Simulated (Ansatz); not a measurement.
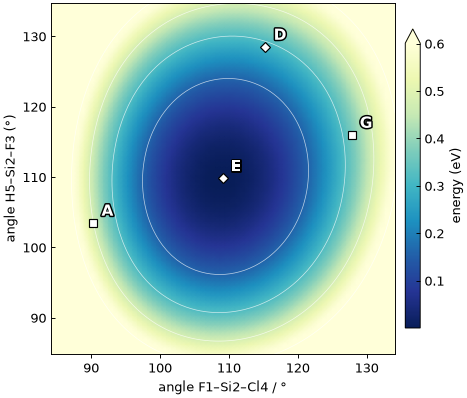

ClF₂HSi, SMILES F[SiH](F)Cl. The first coordinate is: angle F1–Si2–Cl4; the second: angle H5–Si2–F3. Nothing is relaxed (all other coordinates rigid). The scan uses a 9 × 9 grid. Energies are in eV, from the relaxed molecule at the same level. Method: RHF-MP2, frozen core/def2-TZVP in Ansatz 0.2.0.

Drawn: a smooth colour map with a few white contour lines, one colour for all values above the top of the scale, lettered points. Between grid points the surface is interpolated.

### Is E the lowest point of the computed grid?

Yes. E, at angle F1–Si2–Cl4 = 109.1°, angle H5–Si2–F3 = 109.8°, has the lowest energy of the grid.

### What kind of point is each of A, D, E, G: minimum, saddle, maximum or slope?

A: on a slope; D: on a slope; E: minimum; G: on a slope. (In these two coordinates alone; a stationary point may lie a little off the grid point.)
